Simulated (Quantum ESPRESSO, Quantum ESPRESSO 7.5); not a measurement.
**Al: work function by face**

Wanted: work functions of Al face by face, under two functionals.

Calculated with Quantum ESPRESSO 7.5; plane-wave DFT, PBE, PseudoDojo norm-conserving pseudopotentials (geometry by pw.x at PBE, GBRV ultrasoft).

**What experiment says.**

“Properties of real metallic surfaces: Effects of density functional semilocality and van der Waals nonlocality” (2017, arxiv:1702.08515) quotes from earlier work for Al (clean single-crystal faces): work function of (111) (clean (111) face) 4.32 eV; work function of (100) (clean (100) face) 4.32 eV; work function of (110) (clean (110) face) 4.23 eV.

This is a report of a sequence of runs, with most program output left out.

**1. The starting structure**

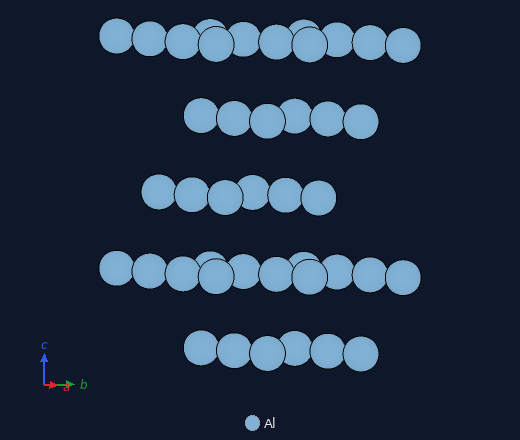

The cell as given, from the side, with the c axis up (aluminium light blue). 3×2×1 cells are drawn. Some periodic images of atoms are drawn too.

The cell holds 5 atoms: 5 Al. Cell: a = 2.864 Å, b = 2.864 Å, c = 25.353 Å, α = 90.0°, β = 90.0°, γ = 60.0°. It derives from Al. Vacuum lies along c.

**2. Relaxing the ions of (111), PBE**

BFGS moves the free atoms until their forces fall under forc_conv_thr; those flagged 0 0 0 are held.

The input, 111.relax.in:

```
&control
  prefix = '111.relax'
  outdir = './out'
  pseudo_dir = './pseudo'
  nstep = 40
  forc_conv_thr = 0.001
  calculation = 'relax'
/
&system
  ibrav = 0
  nat = 5
  ntyp = 1
  ecutwfc = 40
  ecutrho = 200
  occupations = 'smearing'
  smearing = 'mv'
  degauss = 0.02
/
&electrons
  conv_thr = 1e-07
  mixing_beta = 0.4
  electron_maxstep = 120
  mixing_mode = 'local-TF'
/
&ions
/
ATOMIC_SPECIES
  Al  26.9815  al_pbe_v1.uspp.F.UPF
CELL_PARAMETERS angstrom
  2.86378246380552 0.00000000000000 0.00000000000000
  1.43189123190276 2.48010836456797 0.00000000000000
  0.00000000000000 0.00000000000000 25.35307436087194
ATOMIC_POSITIONS crystal
  Al  0.666666666700 0.666666666700 0.315543586002
  Al  0.000000000000 0.000000000000 0.407771793001
  Al  0.333333333300 0.333333333300 0.500000000000 0 0 0
  Al  0.666666666700 0.666666666700 0.592228206999
  Al  0.000000000000 0.000000000000 0.684456413998
K_POINTS automatic
  12 12 1 0 0 0
```

The run is started by

```sh
> OMP_NUM_THREADS=1 mpirun -n 4 pw.x -nk 4 -in 111.relax.in > 111.relax.out
```

The job ended after 35 s (4 MPI ranks of Intel Xeon Platinum 8488C (Sapphire Rapids), shared host; peak memory 0.39 GiB).

Step by step:

| step | energy less that of the first step (eV) | largest force (eV/Å) |
| --- | --- | --- |
| 1 | 0.0000 | 0.0772 |
| 2 | -0.0004 | 0.0657 |
| 3 | -0.0007 | 0.0532 |
| 4 | -0.0011 | 0.0343 |
| 5 | -0.0014 | 0.0105 |

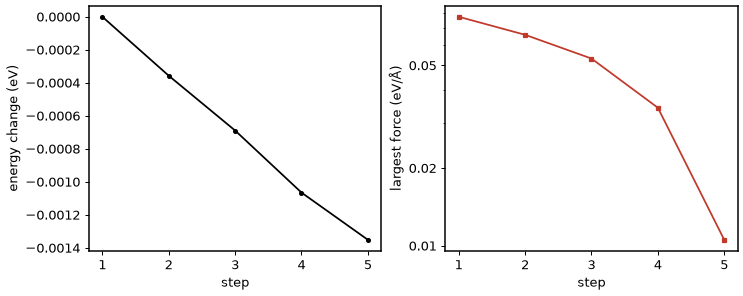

Energy and largest force along the relaxation.

Final coordinates:

```cif
data_structure
_symmetry_space_group_name_H-M 'P 1'
_symmetry_Int_Tables_number 1
_cell_length_a 2.8638
_cell_length_b 2.8638
_cell_length_c 25.3531
_cell_angle_alpha 90.000
_cell_angle_beta 90.000
_cell_angle_gamma 60.000
_cell_volume 180.07
loop_
_atom_site_label
_atom_site_type_symbol
_atom_site_fract_x
_atom_site_fract_y
_atom_site_fract_z
_atom_site_occupancy
Al1 Al 0.66667 0.66667 0.31524 1
Al2 Al 0.00000 0.00000 0.40816 1
Al3 Al 0.33333 0.33333 0.50000 1
Al4 Al 0.66667 0.66667 0.59184 1
Al5 Al 0.00000 0.00000 0.68476 1
```

 On the free atoms the largest force ends at 0.011 eV/Å.

This step gave:

```
free energy  : -455.6030 eV
Fermi energy : 1.462 eV
```

**3. Self-consistent run of (111), PBE**

Both faces of the slab are alike, so a plain periodic cell serves and symmetry is kept.

Level of this step: plane-wave DFT, PBE, PseudoDojo norm-conserving pseudopotentials (Quantum ESPRESSO 7.5).

The input, 111.pbe.in:

```
&control
  prefix = '111.pbe'
  outdir = './out'
  pseudo_dir = './pseudo'
  calculation = 'scf'
  tprnfor = .true.
/
&system
  ibrav = 0
  nat = 5
  ntyp = 1
  ecutwfc = 32
  ecutrho = 128
  occupations = 'smearing'
  smearing = 'mv'
  degauss = 0.02
/
&electrons
  conv_thr = 1e-07
  mixing_beta = 0.4
  electron_maxstep = 120
  mixing_mode = 'local-TF'
/
ATOMIC_SPECIES
  Al  26.9815  Al.dojo-sr-pbe-0.4.1-standard.upf
CELL_PARAMETERS angstrom
  2.86378246380552 0.00000000000000 0.00000000000000
  1.43189123190276 2.48010836456797 0.00000000000000
  0.00000000000000 0.00000000000000 25.35307436087194
ATOMIC_POSITIONS crystal
  Al  0.666666666700 0.666666666700 0.315236618500
  Al  0.000000000000 0.000000000000 0.408161848800
  Al  0.333333333300 0.333333333300 0.500000000000
  Al  0.666666666700 0.666666666700 0.591838151200
  Al  0.000000000000 0.000000000000 0.684763381500
K_POINTS automatic
  12 12 1 0 0 0
```

The run is started by

```sh
> OMP_NUM_THREADS=1 mpirun -n 4 pw.x -nk 4 -in 111.pbe.in > 111.pbe.out
```

The job ended after 9.9 s (4 MPI ranks; peak memory 0.31 GiB; 39 s of CPU time).

Read from the output:

| Property | Result |
| --- | --- |
| free energy | -314.5855 eV |
| Fermi energy | 1.472 eV |

**4. Electrostatic potential of (111)**

The vacuum level is read from the electrostatic potential (plot_num = 11), averaged over planes.

The input, 111.pbe.pot.in:

```
&inputpp
  prefix = '111.pbe'
  outdir = './out'
  filplot = '111.pbe.pot.dat'
  plot_num = 11
/
```

The run is started by

```sh
> OMP_NUM_THREADS=1 mpirun -n 4 pp.x -in 111.pbe.pot.in > 111.pbe.pot.out
```

It took 1.3 s on 4 MPI ranks; peak memory 0.09 GiB.

This step gave:

| Quantity | Value |
| --- | --- |
| work function of the upper face | 4.103 eV |
| slope of the potential above | 1.67e-4 eV/Å |
| upper vacuum line continued to the top atoms, over the Fermi level | 4.102 eV |
| work function of the lower face | 4.103 eV |
| slope of the potential below | -1.66e-4 eV/Å |
| lower vacuum line continued to the bottom atoms, over the Fermi level | 4.102 eV |

The potential energy, planar mean oscillates, so the rows of the table below give means over windows of 2.39 Å about each position, cut where the curve ends. Its maxima inside the range that stand out by 2 % of the span (Å: eV): 9.2: -0.410, 11.5: -0.552, 13.8: -0.552, 16.2: -0.410. Its minima: 8.0: -14.7, 10.3: -14.6, 12.7: -14.8, 15.1: -14.6, 17.3: -14.7.

Electrostatic potential energy of an electron; zero at the Fermi level. The potential energy, planar mean by z; means over each step:

| z (Å) | potential energy, planar mean (eV) |
| --- | --- |
| 1.20 | 4.10 |
| 3.58 | 4.10 |
| 5.97 | 2.99 |
| 8.36 | -6.71 |
| 10.75 | -6.80 |
| 13.14 | -6.83 |
| 15.53 | -6.77 |
| 17.92 | -5.43 |
| 20.31 | 3.99 |
| 22.70 | 4.10 |
| 25.09 | 4.10 |

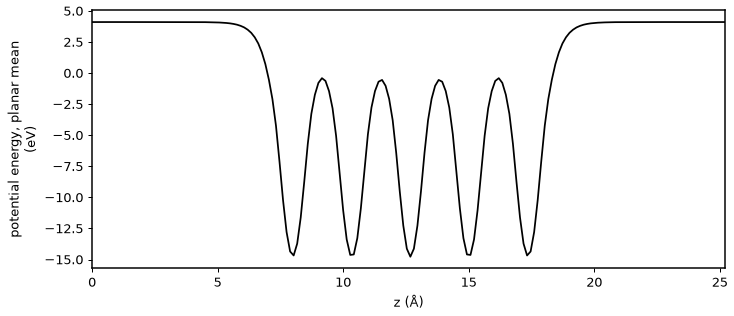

Potential energy, planar mean, plotted against z.

**5. Ground state of (111), LDA**

The same atoms under a second functional.

Level of this step: plane-wave DFT, LDA, PseudoDojo norm-conserving pseudopotentials (Quantum ESPRESSO 7.5).

111.lda.in, as its differences from the input of step 3:

```diff
@@ -1,3 +1,3 @@
 &control
-  prefix = '111.pbe'
+  prefix = '111.lda'
   outdir = './out'
@@ -24,3 +24,3 @@
 ATOMIC_SPECIES
-  Al  26.9815  Al.dojo-sr-pbe-0.4.1-standard.upf
+  Al  26.9815  Al.dojo-sr-lda-0.4.1-standard.upf
 CELL_PARAMETERS angstrom
```

The run is started by

```sh
> OMP_NUM_THREADS=1 mpirun -n 4 pw.x -nk 4 -in 111.lda.in > 111.lda.out
```

It took 9.3 s on 4 MPI ranks; peak memory 0.3 GiB; 37 s of CPU time.

Numbers from this step:

* free energy: -320.5933 eV
* Fermi energy: 1.291 eV

**6. Electrostatic potential of (111)**

The input, 111.lda.pot.in:

```
&inputpp
  prefix = '111.lda'
  outdir = './out'
  filplot = '111.lda.pot.dat'
  plot_num = 11
/
```

The run is started by

```sh
> OMP_NUM_THREADS=1 mpirun -n 4 pp.x -in 111.lda.pot.in > 111.lda.pot.out
```

It took 1.3 s on 4 MPI ranks; peak memory 0.09 GiB.

Numbers from this step:

```
work function of the upper face                                       : 4.266 eV
slope of the potential above                                          : 3.11e-4 eV/Å
upper vacuum line continued to the top atoms, over the Fermi level    : 4.265 eV
work function of the lower face                                       : 4.266 eV
slope of the potential below                                          : -2.05e-4 eV/Å
lower vacuum line continued to the bottom atoms, over the Fermi level : 4.265 eV
```

On (111) the work function under LDA lies +0.16 eV from PBE's.

**7. Relaxation with pw.x of (100), PBE**

Level of this step: plane-wave DFT, PBE, GBRV ultrasoft pseudopotentials (Quantum ESPRESSO 7.5).

The input, 100.relax.in:

```
&control
  prefix = '100.relax'
  outdir = './out'
  pseudo_dir = './pseudo'
  nstep = 40
  forc_conv_thr = 0.001
  calculation = 'relax'
/
&system
  ibrav = 0
  nat = 5
  ntyp = 1
  ecutwfc = 40
  ecutrho = 200
  occupations = 'smearing'
  smearing = 'mv'
  degauss = 0.02
/
&electrons
  conv_thr = 1e-07
  mixing_beta = 0.4
  electron_maxstep = 120
  mixing_mode = 'local-TF'
/
&ions
/
ATOMIC_SPECIES
  Al  26.9815  al_pbe_v1.uspp.F.UPF
CELL_PARAMETERS angstrom
  2.86378246380552 0.00000000000000 0.00000000000000
  0.00000000000000 2.86378246380552 0.00000000000000
  0.00000000000000 0.00000000000000 24.10000000000000
ATOMIC_POSITIONS crystal
  Al  0.000000000000 0.000000000000 0.331950207469
  Al  0.500000000000 0.500000000000 0.415975103734
  Al  0.000000000000 0.000000000000 0.500000000000 0 0 0
  Al  0.500000000000 0.500000000000 0.584024896266
  Al  0.000000000000 0.000000000000 0.668049792531
K_POINTS automatic
  10 10 1 0 0 0
```

The run is started by

```sh
> OMP_NUM_THREADS=1 mpirun -n 4 pw.x -nk 4 -in 100.relax.in > 100.relax.out
```

The job ended after 76 s (4 MPI ranks; peak memory 0.41 GiB; 5.1 min of CPU time).

Step by step:

| step | energy less that of the first step (eV) | largest force (eV/Å) |
| --- | --- | --- |
| 1 | 0.0000 | 0.1186 |
| 2 | -0.0009 | 0.1157 |
| 3 | -0.0018 | 0.1126 |
| 4 | -0.0031 | 0.1080 |
| 5 | -0.0050 | 0.1010 |
| 6 | -0.0076 | 0.0907 |
| 7 | -0.0110 | 0.0755 |
| 8 | -0.0148 | 0.0529 |
| 9 | -0.0177 | 0.0188 |
| 10 | -0.0180 | 0.0069 |

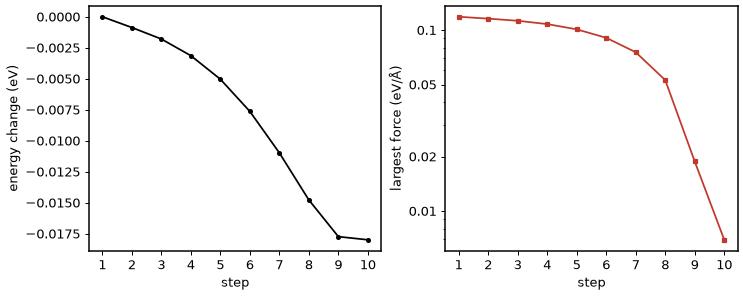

Energy and largest force along the relaxation.

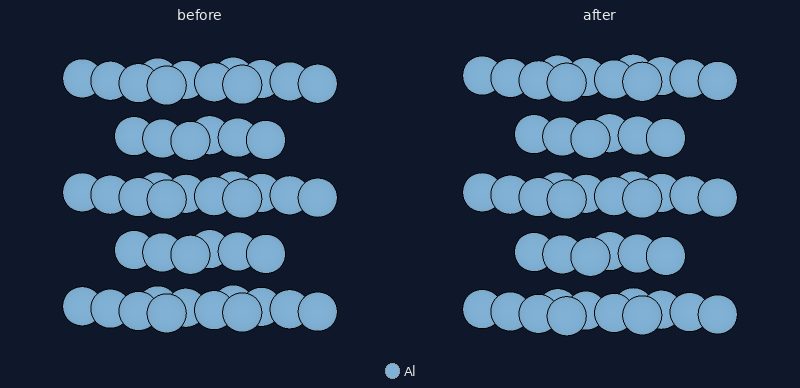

The structure before and after the relaxation, drawn at the same scale.

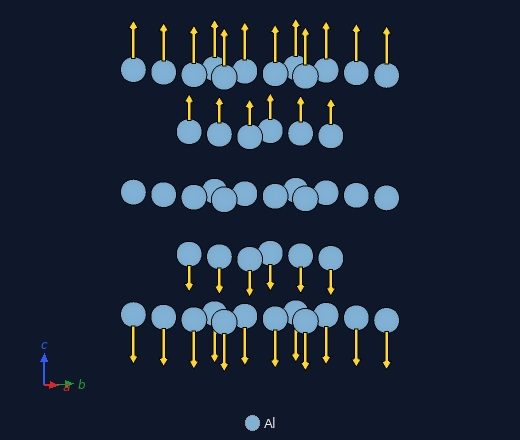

Displacements in the relaxation, exaggerated; the longest in the cell stands for 0.10 Å. 3×2×1 cells are drawn. Some periodic images of atoms are drawn too.

The atoms that moved most (Å):

| atom | dx | dy | dz | length |
| --- | --- | --- | --- | --- |
| Al1 | 0.000 | 0.000 | -0.101 | 0.101 |
| Al5 | 0.000 | 0.000 | 0.101 | 0.101 |
| Al4 | 0.000 | 0.000 | 0.071 | 0.071 |
| Al2 | 0.000 | 0.000 | -0.071 | 0.071 |

The relaxed structure:

```xyz
5
Lattice="2.8638 0.0000 0.0000 0.0000 2.8638 0.0000 0.0000 0.0000 24.1000" Properties=species:S:1:pos:R:3
Al    0.0000    0.0000    7.8990
Al    1.4319    1.4319    9.9541
Al    0.0000    0.0000   12.0500
Al    1.4319    1.4319   14.1459
Al    0.0000    0.0000   16.2010
```

The relaxation lowers the energy by 4 meV an atom. On the free atoms the largest force ends at 0.007 eV/Å.

This step gave:

- free energy: -455.3642 eV
- Fermi energy: 0.951 eV

**8. Self-consistent run of (100), PBE**

Level of this step: plane-wave DFT, PBE, PseudoDojo norm-conserving pseudopotentials (Quantum ESPRESSO 7.5).

The input, 100.pbe.in:

```
&control
  prefix = '100.pbe'
  outdir = './out'
  pseudo_dir = './pseudo'
  calculation = 'scf'
  tprnfor = .true.
/
&system
  ibrav = 0
  nat = 5
  ntyp = 1
  ecutwfc = 32
  ecutrho = 128
  occupations = 'smearing'
  smearing = 'mv'
  degauss = 0.02
/
&electrons
  conv_thr = 1e-07
  mixing_beta = 0.4
  electron_maxstep = 120
  mixing_mode = 'local-TF'
/
ATOMIC_SPECIES
  Al  26.9815  Al.dojo-sr-pbe-0.4.1-standard.upf
CELL_PARAMETERS angstrom
  2.86378246380552 0.00000000000000 0.00000000000000
  0.00000000000000 2.86378246380552 0.00000000000000
  0.00000000000000 0.00000000000000 24.10000000000000
ATOMIC_POSITIONS crystal
  Al  0.000000000000 0.000000000000 0.327759114200
  Al  0.500000000000 0.500000000000 0.413031494400
  Al  0.000000000000 0.000000000000 0.500000000000
  Al  0.500000000000 0.500000000000 0.586968505600
  Al  0.000000000000 0.000000000000 0.672240885800
K_POINTS automatic
  10 10 1 0 0 0
```

The run is started by

```sh
> OMP_NUM_THREADS=1 mpirun -n 4 pw.x -nk 4 -in 100.pbe.in > 100.pbe.out
```

Run time: 9.5 s. Hardware: 4 MPI ranks; peak memory 0.29 GiB; 37 s of CPU time.

This step gave:

```
free energy  : -314.3412 eV
Fermi energy : 0.9622 eV
```

**9. Potential by pp.x of (100)**

The input, 100.pbe.pot.in:

```
&inputpp
  prefix = '100.pbe'
  outdir = './out'
  filplot = '100.pbe.pot.dat'
  plot_num = 11
/
```

The run is started by

```sh
> OMP_NUM_THREADS=1 mpirun -n 4 pp.x -in 100.pbe.pot.in > 100.pbe.pot.out
```

The job ended after 1.3 s (4 MPI ranks; peak memory 0.1 GiB; 4.3 s of CPU time).

Read from the output:

* work function of the upper face: 4.223 eV
* slope of the potential above: 6.74e-5 eV/Å
* upper vacuum line continued to the top atoms, over the Fermi level: 4.222 eV
* work function of the lower face: 4.223 eV
* slope of the potential below: -1.23e-4 eV/Å
* lower vacuum line continued to the bottom atoms, over the Fermi level: 4.222 eV

The potential energy, planar mean oscillates, so the rows of the table below give means over windows of 2.01 Å about each position, cut where the curve ends. Its maxima inside the range that stand out by 2 % of the span (Å: eV): 9.0: -1.91, 11.0: -1.65, 13.1: -1.65, 15.1: -1.91. Its minima: 7.9: -12.3, 9.9: -12.5, 12.1: -12.7, 14.2: -12.5, 16.2: -12.3.

Electrostatic potential energy of an electron; zero at the Fermi level. The potential energy, planar mean by z; means over each step:

| z (Å) | potential energy, planar mean (eV) |
| --- | --- |
| 1.00 | 4.22 |
| 3.01 | 4.22 |
| 5.02 | 4.14 |
| 7.03 | -2.78 |
| 9.04 | -6.67 |
| 11.05 | -6.46 |
| 13.06 | -6.46 |
| 15.07 | -6.67 |
| 17.08 | -2.62 |
| 19.09 | 4.14 |
| 21.10 | 4.22 |
| 23.11 | 4.22 |

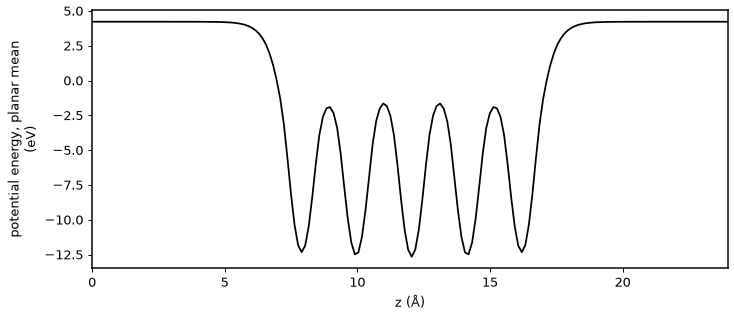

Potential energy, planar mean, plotted against z.

**10. Ground state of (100), LDA**

Level of this step: plane-wave DFT, LDA, PseudoDojo norm-conserving pseudopotentials (Quantum ESPRESSO 7.5).

100.lda.in, as its differences from the input of step 8:

```diff
@@ -1,3 +1,3 @@
 &control
-  prefix = '100.pbe'
+  prefix = '100.lda'
   outdir = './out'
@@ -24,3 +24,3 @@
 ATOMIC_SPECIES
-  Al  26.9815  Al.dojo-sr-pbe-0.4.1-standard.upf
+  Al  26.9815  Al.dojo-sr-lda-0.4.1-standard.upf
 CELL_PARAMETERS angstrom
```

The run is started by

```sh
> OMP_NUM_THREADS=1 mpirun -n 4 pw.x -nk 4 -in 100.lda.in > 100.lda.out
```

The job ended after 10 s (4 MPI ranks; peak memory 0.3 GiB; 40 s of CPU time).

Read from the output:

```
free energy  : -320.2945 eV
Fermi energy : 0.7908 eV
```

**11. Electrostatic potential of (100)**

The input, 100.lda.pot.in:

```
&inputpp
  prefix = '100.lda'
  outdir = './out'
  filplot = '100.lda.pot.dat'
  plot_num = 11
/
```

The run is started by

```sh
> OMP_NUM_THREADS=1 mpirun -n 4 pp.x -in 100.lda.pot.in > 100.lda.pot.out
```

The job ended after 1.3 s (4 MPI ranks; peak memory 0.1 GiB; 4.2 s of CPU time).

Numbers from this step:

```
work function of the upper face                                       : 4.366 eV
slope of the potential above                                          : 1.89e-4 eV/Å
upper vacuum line continued to the top atoms, over the Fermi level    : 4.365 eV
work function of the lower face                                       : 4.366 eV
slope of the potential below                                          : -1.34e-4 eV/Å
lower vacuum line continued to the bottom atoms, over the Fermi level : 4.366 eV
```

On (100) the work function under LDA lies +0.14 eV from PBE's.

**12. Relaxation with pw.x of (110), PBE**

Level of this step: plane-wave DFT, PBE, GBRV ultrasoft pseudopotentials (Quantum ESPRESSO 7.5).

System of this step: Al(110), 7 layers. The cell holds 7 atoms: 7 Al. Its edges and angles: a = 4.050 Å, b = 2.864 Å, c = 24.591 Å, α = 90.0°, β = 90.0°, γ = 90.0°. It derives from Al. Vacuum lies along c.

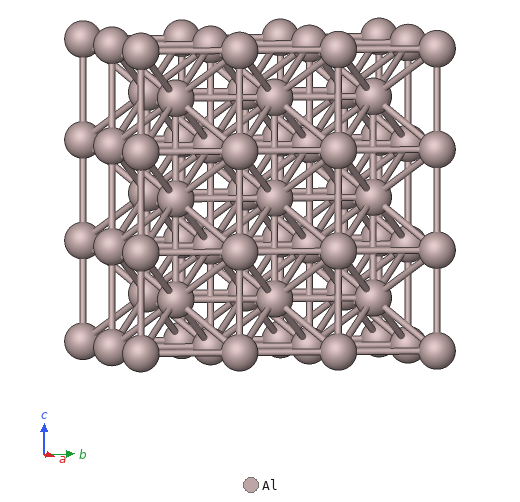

The cell of this step (aluminium light grey). 2×3×1 cells are drawn. Some periodic images of atoms are drawn too.

The input, 110.relax.in:

```
&control
  prefix = '110.relax'
  outdir = './out'
  pseudo_dir = './pseudo'
  nstep = 40
  forc_conv_thr = 0.001
  calculation = 'relax'
/
&system
  ibrav = 0
  nat = 7
  ntyp = 1
  ecutwfc = 40
  ecutrho = 200
  occupations = 'smearing'
  smearing = 'mv'
  degauss = 0.02
/
&electrons
  conv_thr = 1e-07
  mixing_beta = 0.4
  electron_maxstep = 120
  mixing_mode = 'local-TF'
/
&ions
/
ATOMIC_SPECIES
  Al  26.9815  al_pbe_v1.uspp.F.UPF
CELL_PARAMETERS angstrom
  4.05000000000000 0.00000000000000 0.00000000000000
  0.00000000000000 2.86378246380552 0.00000000000000
  0.00000000000000 0.00000000000000 24.59134739141656
ATOMIC_POSITIONS crystal
  Al  0.000000000000 0.000000000000 0.325317676688
  Al  0.500000000000 0.500000000000 0.383545117792
  Al  0.000000000000 0.000000000000 0.441772558896 0 0 0
  Al  0.500000000000 0.500000000000 0.500000000000 0 0 0
  Al  0.000000000000 0.000000000000 0.558227441104 0 0 0
  Al  0.500000000000 0.500000000000 0.616454882208
  Al  0.000000000000 0.000000000000 0.674682323312
K_POINTS automatic
  8 10 1 0 0 0
```

The run is started by

```sh
> OMP_NUM_THREADS=1 mpirun -n 4 pw.x -nk 4 -in 110.relax.in > 110.relax.out
```

Run time: 2.9 min. Hardware: 4 MPI ranks; peak memory 0.54 GiB; 11 min of CPU time.

The steps of the relaxation:

| step | energy less that of the first step (eV) | largest force (eV/Å) |
| --- | --- | --- |
| 1 | 0.0000 | 0.2960 |
| 2 | -0.0068 | 0.2744 |
| 3 | -0.0138 | 0.2503 |
| 4 | -0.0231 | 0.2172 |
| 5 | -0.0344 | 0.1639 |
| 6 | -0.0449 | 0.0756 |
| 7 | -0.0475 | 0.0056 |
| 8 | -0.0475 | 0.0008 |

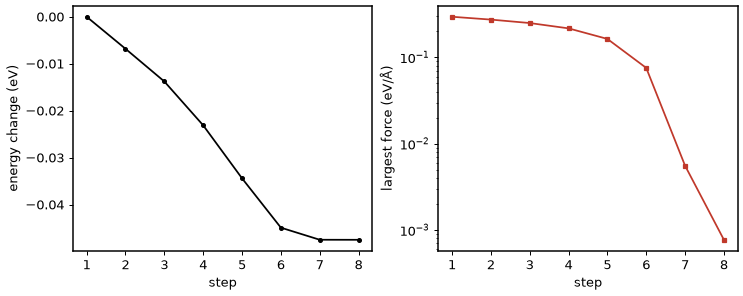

Energy and largest force along the relaxation.

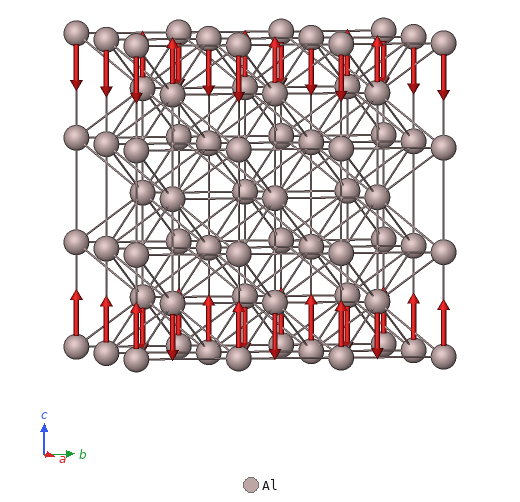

Displacements in the relaxation, exaggerated; the longest in the cell stands for 0.08 Å. 2×3×1 cells are drawn. Some periodic images of atoms are drawn too.

The atoms that moved most (Å):

| atom | dx | dy | dz | length |
| --- | --- | --- | --- | --- |
| Al7 | 0.000 | 0.000 | -0.078 | 0.078 |
| Al1 | 0.000 | 0.000 | 0.078 | 0.078 |
| Al6 | 0.000 | 0.000 | 0.078 | 0.078 |
| Al2 | 0.000 | 0.000 | -0.078 | 0.078 |

The relaxation lowers the energy by 7 meV an atom. On the free atoms the largest force ends at 0.001 eV/Å.

Read from the output:

- free energy: -637.3853 eV
- Fermi energy: 0.8673 eV

(Part 1 of 2 ends here.)

[Logs are printed without paths, hosts, clocks, repeated set-up lines and the standing remarks that a program may print on its own settings, such as how far it seeks lower states.]

[Hosts, paths, dates, database ids (printed as entryN), source tags and the programs' standing remarks are cut or masked in the printed files.]

[Maps of the electrostatic potential energy from Ansatz leave out the sawtooth potential of an applied field or a dipole correction, so their vacuum need not be flat; planar profiles and work functions include it.]
